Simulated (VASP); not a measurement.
# SnO (Romarchite) with rev-vdW-DF2: from relaxation to properties

Wanted: the relaxed cell of SnO (Romarchite) and its properties. The steps: relaxing cell and atoms (rev-vdW-DF2), second relaxation, density, ELF and potential (rev-vdW-DF2), bands along the symmetry lines (rev-vdW-DF2), density of states (rev-vdW-DF2), optical spectrum (rev-vdW-DF2), vibrations at Γ (rev-vdW-DF2) and band structure (rev-vdW-DF2), changed input. The start is a cell from a database of measured crystal structures.

Calculated with VASP 6.6.1; rev-vdW-DF2; plane waves and PAW (Sn_d, O).

## 1. The structure

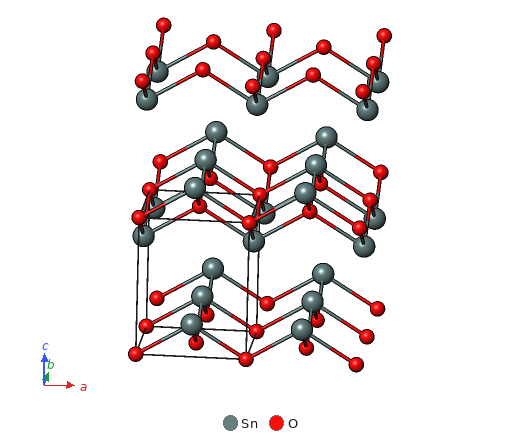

Start, viewed slightly off an axis; tin teal, oxygen red. 2×2×2 cells are drawn. Some periodic images of atoms are drawn too.

As a file:

```cif
data_structure
_symmetry_space_group_name_H-M 'P 1'
_symmetry_Int_Tables_number 1
_cell_length_a 3.7986
_cell_length_b 3.7986
_cell_length_c 4.8408
_cell_angle_alpha 90.000
_cell_angle_beta 90.000
_cell_angle_gamma 90.000
_cell_volume 69.85
loop_
_atom_site_label
_atom_site_type_symbol
_atom_site_fract_x
_atom_site_fract_y
_atom_site_fract_z
_atom_site_occupancy
Sn1 Sn 0.50000 0.00000 0.23690 1
Sn2 Sn 0.00000 0.50000 0.76310 1
O3 O 0.00000 0.00000 0.00000 1
O4 O 0.50000 0.50000 0.00000 1
```

## 2. Relaxing cell and atoms (rev-vdW-DF2)

Properties are meant for the cell that this level of theory prefers, so cell and atoms are relaxed first (ISIF = 3) until forces and stress are small; EDIFFG sets the threshold. rev-vdW-DF2 revises the exchange of vdW-DF2 for solids. LUSE_VDW switches on a nonlocal correlation term for dispersion.

Contents of INCAR:

```
SYSTEM = SnO
PREC = Accurate
ENCUT = 520
EDIFF = 1E-06
NELM = 100
ISMEAR = 0
SIGMA = 0.05
LREAL = .FALSE.
ALGO = Normal
GGA = MK
AGGAC = 0
LUSE_VDW = .TRUE.
PARAM1 = 0.1234
PARAM2 = 0.711357
ZAB_VDW = -1.8867
LASPH = .TRUE.
NBANDS = 26
LORBIT = 11
LWAVE = .FALSE.
LCHARG = .FALSE.
KPAR = 4
IBRION = 2
NSW = 60
ISIF = 3
EDIFFG = -0.01
```

Contents of POSCAR:

```
SnO
1.0
    3.7986000000      0.0000000000      0.0000000000
    0.0000000000      3.7986000000      0.0000000000
    0.0000000000      0.0000000000      4.8408000000
Sn O
2 2
Direct
    0.5000000000      0.0000000000      0.2369000000
    0.0000000000      0.5000000000      0.7631000000
    0.0000000000      0.0000000000      0.0000000000
    0.5000000000      0.5000000000      0.0000000000
```

Contents of KPOINTS:

```
Automatic mesh
0
Gamma
5 5 4
0 0 0
```

The projector-augmented-wave data sets are Sn_d and O (PBE family, release 64).

Run with:

```
$ mpirun -np 4 vasp_std
```

The log of the run:

```text
[banner, memory and clock lines left out]
running    4 mpi-ranks, on    1 nodes
 distrk:  each k-point on    1 cores,    4 groups
 distr:  one band on    1 cores,    1 groups

 POSCAR found type information on POSCAR SnO
 POSCAR found :  2 types and       4 ions
|                                                                             |
|               ----> ADVICE to this user running VASP <----                  |
|                                                                             |
|     You have switched on vdW-DFT.                                           |
|     This routine was written and supplied by Jiri Klimes. We recommend      |
|     that you carefully read and cite the following publications:            |
|       J. Klimes, D.R. Bowler, A. Michelides                                 |
|          J. Phys.: Cond Matt. 22 022201 (2010)                              |
|       J. Klimes, D.R. Bowler, A. Michelides                                 |
|          Phys. Rev. B. 83, 195131 (2011)                                    |
|     and references therein.                                                 |
|                                                                             |

|                                                                             |
|               ----> ADVICE to this user running VASP <----                  |
|                                                                             |
|     You enforced a specific xc type in the INCAR file but a different       |
|     [... a line on the potential file left out ...]
|     I HOPE YOU KNOW WHAT YOU ARE DOING!                                     |
|                                                                             |

 LDA part: xc-table for (Slater+PW92), standard interpolation
 POSCAR, INCAR and KPOINTS ok, starting setup
 FFT: planning ... GRIDC
 FFT: planning ... GRID_SOFT
 FFT: planning ... GRID
 WAVECAR not read
 entering main loop
       N       E                     dE             d eps       ncg     rms          rms(c)
DAV:   1     0.415424173645E+03    0.41542E+03   -0.20283E+04   948   0.236E+03
DAV:   2     0.405823768933E+02   -0.37484E+03   -0.36406E+03  1000   0.531E+02
DAV:   3    -0.157012927743E+02   -0.56284E+02   -0.55639E+02  1064   0.185E+02
DAV:   4    -0.181928045865E+02   -0.24915E+01   -0.24813E+01  1090   0.418E+01
DAV:   5    -0.182494019589E+02   -0.56597E-01   -0.56552E-01  1098   0.681E+00    0.117E+01
DAV:   6    -0.145371879707E+02    0.37122E+01   -0.18860E+01  1530   0.485E+01    0.482E+00
DAV:   7    -0.145360805696E+02    0.11074E-02   -0.21702E+00  1110   0.926E+00    0.248E+00
DAV:   8    -0.145212434517E+02    0.14837E-01   -0.37353E-01  1346   0.446E+00    0.856E-01
DAV:   9    -0.145083451295E+02    0.12898E-01   -0.77818E-02  1420   0.291E+00    0.240E-01
DAV:  10    -0.145096087291E+02   -0.12636E-02   -0.10215E-02  1382   0.933E-01    0.160E-01
DAV:  11    -0.145091177424E+02    0.49099E-03   -0.24968E-03  1416   0.507E-01    0.237E-02
DAV:  12    -0.145091595094E+02   -0.41767E-04   -0.39200E-04   988   0.114E-01    0.330E-02
DAV:  13    -0.145091539160E+02    0.55934E-05   -0.33704E-05  1412   0.651E-02    0.677E-03
DAV:  14    -0.145091538325E+02    0.83542E-07   -0.42949E-06   986   0.129E-02
   1 F= -.14509154E+02 E0= -.14509154E+02  d E =-.145092E+02
 curvature:   0.00 expect dE= 0.000E+00 dE for cont linesearch  0.000E+00
 trial: gam= 0.00000 g(F)=  0.262E-01 g(S)=  0.823E-01 ort = 0.000E+00 (trialstep = 0.100E+01)
 search vector abs. value=  0.109E+00
 bond charge predicted
       N       E                     dE             d eps       ncg     rms          rms(c)
DAV:   1    -0.154744537488E+02   -0.96530E+00   -0.31383E+01  1162   0.860E+01    0.666E+00
DAV:   2    -0.146769188944E+02    0.79753E+00   -0.42044E+00  1152   0.203E+01    0.227E+00
DAV:   3    -0.145410146503E+02    0.13590E+00   -0.40361E-01  1170   0.974E+00    0.106E+00
DAV:   4    -0.145100481127E+02    0.30967E-01   -0.11137E-01  1372   0.478E+00    0.290E-01
DAV:   5    -0.145083358922E+02    0.17122E-02   -0.17029E-02  1254   0.124E+00    0.143E-01
DAV:   6    -0.145078183552E+02    0.51754E-03   -0.12750E-03  1386   0.350E-01    0.519E-02
DAV:   7    -0.145078052245E+02    0.13131E-04   -0.19077E-04  1428   0.139E-01    0.163E-02
DAV:   8    -0.145078019670E+02    0.32575E-05   -0.37028E-05  1306   0.420E-02    0.497E-03
DAV:   9    -0.145078024447E+02   -0.47772E-06   -0.29179E-06   914   0.132E-02
   2 F= -.14507802E+02 E0= -.14507802E+02  d E =0.135139E-02
[...]
3 F= -.14535070E+02 E0= -.14535070E+02  d E =-.259162E-01
[...]
4 F= -.14535065E+02 E0= -.14535065E+02  d E =-.259114E-01
[...]
5 F= -.14535672E+02 E0= -.14535672E+02  d E =-.606976E-03
[...]
6 F= -.14535812E+02 E0= -.14535812E+02  d E =-.746363E-03
[...]
7 F= -.14535814E+02 E0= -.14535814E+02  d E =-.218955E-05
 trial-energy change:   -0.000002  1 .order   -0.000003   -0.000035    0.000028
 step:   0.5714(harm=  0.5714)  dis= 0.00036  next Energy=   -14.535821 (dE=-0.955E-05)
 bond charge predicted
       N       E                     dE             d eps       ncg     rms          rms(c)
DAV:   1    -0.145358519411E+02   -0.37341E-04   -0.17169E-03  1454   0.489E-01    0.398E-02
DAV:   2    -0.145358256206E+02    0.26320E-04   -0.13021E-04  1320   0.110E-01    0.147E-02
DAV:   3    -0.145358203669E+02    0.52537E-05   -0.10793E-05  1130   0.614E-02    0.670E-03
DAV:   4    -0.145358195806E+02    0.78636E-06   -0.38051E-06   948   0.309E-02
   8 F= -.14535820E+02 E0= -.14535820E+02  d E =-.800412E-05
 curvature:  -0.29 expect dE=-0.798E-06 dE for cont linesearch -0.757E-06
 trial: gam=-0.19278 g(F)=  0.148E-05 g(S)=  0.126E-05 ort = 0.941E-05 (trialstep = 0.942E+00)
 search vector abs. value=  0.379E-06
 reached required accuracy - stopping structural energy minimisation
```

The job ended after 2.4 min (4 MPI ranks of Intel Xeon 6975P-C (Granite Rapids), shared host; peak memory 1.4 GiB; 9.6 min of CPU time).

The logs omit lines about the potential files and the build; timing stands in the text.

From OUTCAR (step 2):

```text
ion  position               nearest neighbor table
   1  0.500  0.000  0.237-   3 2.22   4 2.22   4 2.22   3 2.22   2 3.53   2 3.53   2 3.53   2 3.53
                             2 3.70   2 3.70   2 3.70   2 3.70
   2  0.000  0.500  0.763-   3 2.22   4 2.22   3 2.22   4 2.22   1 3.53   1 3.53   1 3.53   1 3.53
                             1 3.70   1 3.70   1 3.70   1 3.70
   3  0.000  0.000  0.000-   1 2.22   2 2.22   2 2.22   1 2.22
   4  0.500  0.500  0.000-   1 2.22   2 2.22   1 2.22   2 2.22

  LATTYP: Found a simple tetragonal cell.
 ALAT       =     3.7986000000
 C/A-ratio  =     1.2743642395

 Subroutine GETGRP returns: Found 16 space group operations
 (whereof  8 operations were pure point group operations)

The static configuration has the point symmetry D_2d.
 The point group associated with its full space group is D_4h.

 Found     18 irreducible k-points:

   k-points           NKPTS =     18   k-points in BZ     NKDIM =     18   number of bands    NBANDS=     26

   dimension x,y,z NGX =    28 NGY =   28 NGZ =   36
   dimension x,y,z NGXF=    56 NGYF=   56 NGZF=   72

   ENCUT  =  520.0 eV  38.22 Ry    6.18 a.u.   7.06  7.06  9.00*2*pi/ulx,y,z

   NELECT =      40.0000    total number of electrons

 k-points in reciprocal lattice and weights: Automatic mesh
   0.00000000  0.00000000  0.00000000       0.010
   0.20000000  0.00000000  0.00000000       0.040
   0.40000000  0.00000000  0.00000000       0.040
   0.20000000  0.20000000  0.00000000       0.040
   0.40000000  0.20000000  0.00000000       0.080
   0.40000000  0.40000000  0.00000000       0.040
   0.00000000  0.00000000  0.25000000       0.020
   0.20000000  0.00000000  0.25000000       0.080
   0.40000000  0.00000000  0.25000000       0.080
[...]
0.40000000  0.20000000  0.50000000       0.080
   0.40000000  0.40000000  0.50000000       0.040

 average (electrostatic) potential at core
       1-100.2543       2-100.2543       3 -69.1768       4 -69.1768

 E-fermi :   6.8216

 k-point     1 :       0.0000    0.0000    0.0000
  band No.  band energies     occupation
    ...
     16       0.6549      2.00000
     17       3.3679      2.00000
     18       3.6540      2.00000
     19       3.6540      2.00000
     20       6.5828      2.00000
     21       8.7029      0.00000
     22      11.0214      0.00000
     23      11.2611      0.00000
     24      11.2611      0.00000
     25      12.3067      0.00000
    ...

 k-point     2 :       0.2000    0.0000    0.0000
  band No.  band energies     occupation
    ...
     16       0.9061      2.00000
     17       2.8886      2.00000
     18       3.3212      2.00000
     19       3.3758      2.00000
     20       6.4077      2.00000
     21       9.6340      0.00000
     22       9.6827      0.00000
     23      11.4994      0.00000
     24      11.5698      0.00000
     25      11.7486      0.00000
    ...

 k-point     3 :       0.4000    0.0000    0.0000
  band No.  band energies     occupation
    ...
     16       1.5913      2.00000
     17       2.2960      2.00000
     18       2.5071      2.00000
     19       3.4482      2.00000
     20       4.9016      2.00000
     21       9.5468      0.00000
     22      10.0797      0.00000
     23      12.0177      0.00000
     24      12.1119      0.00000
     25      12.6186      0.00000
    ...

Total vdW correction in eV:      6.7767739

  Total        0.0069445      0.0069445     -0.0028739      0.0000000     -0.0000000      0.0000000
  in kB        0.1547522      0.1547522     -0.0640431      0.0000000     -0.0000000      0.0000000
  external PRESSURE =       0.0818205 kB  Pullay stress =       0.0000000 kB

  energy-cutoff  :      520.00
  volume of cell :       71.90
      direct lattice vectors                 reciprocal lattice vectors
     3.845330545  0.000000000  0.000000000     0.260055667  0.000000000  0.000000000
     0.000000000  3.845330545 -0.000000000     0.000000000  0.260055667  0.000000000
     0.000000000 -0.000000000  4.862380999     0.000000000  0.000000000  0.205660560

 POSITION                                       TOTAL-FORCE (eV/Angst)
 -----------------------------------------------------------------------------------
      1.92267     -0.00000      1.16036         0.000000     -0.000000      0.003915
      0.00000      1.92267      3.70202         0.000000      0.000000     -0.003915
      0.00000      0.00000     -0.00000         0.000000     -0.000000      0.000000
      1.92267      1.92267     -0.00000         0.000000      0.000000      0.000000
 -----------------------------------------------------------------------------------
    total drift:                                0.000000      0.000000      0.000000

  FREE ENERGIE OF THE ION-ELECTRON SYSTEM (eV)
  ---------------------------------------------------
  free  energy   TOTEN  =       -14.5358195806 eV

  energy  without entropy=      -14.5358195806  energy(sigma->0) =      -14.53581958

Total vdW correction in eV:      6.7767913

 reached required accuracy - stopping structural energy minimisation

 total charge
# of ion       s       p       d       tot
------------------------------------------
    1        1.257   0.774  10.067  12.098
    2        1.257   0.774  10.067  12.098
    3        1.571   3.422   0.000   4.993
    4        1.571   3.422   0.000   4.993
--------------------------------------------------
tot          5.656   8.391  20.135  34.182

[... 3 further parts left out ...]
```

CONTCAR:

```
SnO
   1.00000000000000
     3.8453305450433537    0.0000000000000000    0.0000000000000000
     0.0000000000000000    3.8453305450433537   -0.0000000000000000
     0.0000000000000000   -0.0000000000000000    4.8623809989734754
  Sn              O
     2     2
Direct
     0.5000000000000000    0.0000000000000000    0.2386411685200700
     0.0000000000000000    0.5000000000000000    0.7613588314799301
     0.0000000000000000    0.0000000000000000    0.0000000000000000
     0.5000000000000000    0.5000000000000000    0.0000000000000000
```

The gap is read on the k-mesh alone, so it is an upper bound where the band edges lie off the mesh. The PAW data sets were made with PBE, which is usual practice but a small mismatch for other functionals. The run keeps the 16 symmetry operations of its start, so it cannot find a distortion of lower symmetry.

The steps of the relaxation:

```
step  energy less that of the first step (eV)  largest force (eV/Å)  pressure (GPa)  volume (Å³)
   1                                   0.0000                0.5212            3.43        69.85
   2                                   0.0014                0.6130           -2.99        73.69
   3                                  -0.0259                0.0617            0.06        71.70
   4                                  -0.0259                0.0504            0.13        71.66
   5                                  -0.0265                0.0134            0.09        71.78
   6                                  -0.0267                0.0144            0.04        71.87
   7                                  -0.0267                0.0060           -0.08        71.92
   8                                  -0.0267                0.0039            0.01        71.90
```

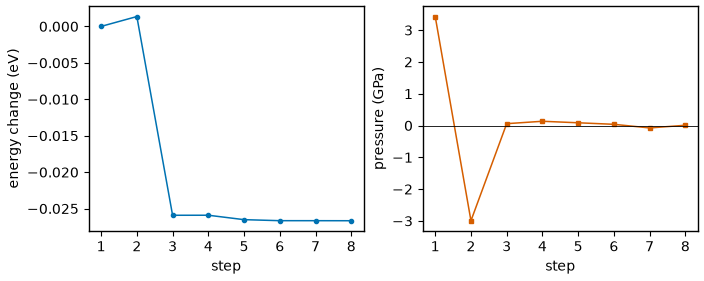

Energy and pressure along the relaxation.

```
conventional cell, symmetrised  before  after  change
                         a (Å)   3.799  3.845  +1.2 %
                         b (Å)   3.799  3.845  +1.2 %
                         c (Å)   4.841  4.862  +0.4 %
              volume (Å³/atom)   17.46  17.97  +2.9 %
```

The relaxed structure:

```cif
data_structure
_symmetry_space_group_name_H-M 'P 1'
_symmetry_Int_Tables_number 1
_cell_length_a 3.8453
_cell_length_b 3.8453
_cell_length_c 4.8624
_cell_angle_alpha 90.000
_cell_angle_beta 90.000
_cell_angle_gamma 90.000
_cell_volume 71.90
loop_
_atom_site_label
_atom_site_type_symbol
_atom_site_fract_x
_atom_site_fract_y
_atom_site_fract_z
_atom_site_occupancy
Sn1 Sn 0.50000 0.00000 0.23864 1
Sn2 Sn 0.00000 0.50000 0.76136 1
O3 O 0.00000 0.00000 0.00000 1
O4 O 0.50000 0.50000 0.00000 1
```

A gap read on the k-mesh alone can miss the band edges.

This step gave:

```yaml
electrons: 40
bands: 26
irreducible_k_points: 18
symmetry_operations: 16
free_energy_toten: -14.54 eV
fermi_energy: 6.822 eV
pressure: 0.008182 GPa
metallic: no
valence_top_at_k: 0, 0, 0
conduction_bottom_at_k: 0.4, 0.4, 0
least_direct_gap_at_k: 0, 0, 0
scf_cycles_over_all_ionic_steps: 58
gap_on_the_k_mesh: 0.6554 eV
least_direct_gap_on_the_k_mesh: 2.120 eV
```

It ends with a largest force of 0.004 eV/Å and a pressure of 0.01 GPa. The volume lies +2.9 % from that of the database's start.

(Continued in part 2 of 5.)

[Lines on the potential files, build, host, timing and source positions are cut from VASP's logs without a mark.]

[Logs are printed without paths, hosts, clocks, repeated set-up lines and the standing remarks that a program may print on its own settings, such as how far it seeks lower states.]

[Hosts, paths, dates, database ids (printed as entryN), source tags and the programs' standing remarks are cut or masked in the printed files.]

[A measured line is paired with the nearest computed mode of its activity, which favours agreement.]
